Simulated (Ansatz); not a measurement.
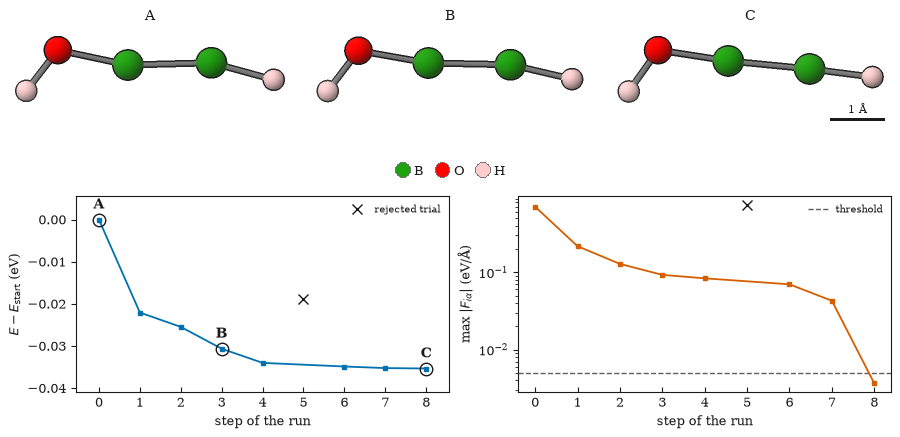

Frames of a relaxation of B₂H₂O, marked on the history of the run. A ball-and-stick model, seen at a tilt.

It is one of the separated reactants of a reaction.

All numbers below come from RKS PBE0-D4/def2-TZVP (Ansatz 0.2.0). (force threshold 0.005 eV/Å; at most 200 steps)

### Describe the path.

After 7 accepted moves (8 points after the start) the energy has fallen by 0.035 eV. Largest force component: 0.71 eV/Å at the start, 0.0037 eV/Å at the end. The line search rejected the trial step at point 5 of the run. The atom that moves furthest after the best rigid fit is a B atom (0.12 Å). By element the largest moves are B 0.12 Å, H 0.06 Å. O stays in place. Some distances before and after: B–B 1.548 → 1.515 Å, B–H 1.198 → 1.175 Å, H–O 0.979 → 0.964 Å, B–O 1.328 → 1.317 Å. Among the angles between lasting bonds that change: B–B–H 162.6° → 178.2°, B–B–O 166.0° → 176.7°. From step 0 to 3: a B atom moves most (0.04 Å), energy −0.031 eV. From step 3 to 8: a B atom moves most (0.08 Å), energy −0.005 eV.

```tsv
step	E − E(0), eV	largest force component, eV/Å	note
0	0.0000	0.7054	
1	-0.0221	0.2176	
2	-0.0255	0.1284	
3	-0.0306	0.0927	
4	-0.0340	0.0836	
5	-0.0188	0.7491	rejected
6	-0.0349	0.0699	
7	-0.0352	0.0428	
8	-0.0353	0.0037
```
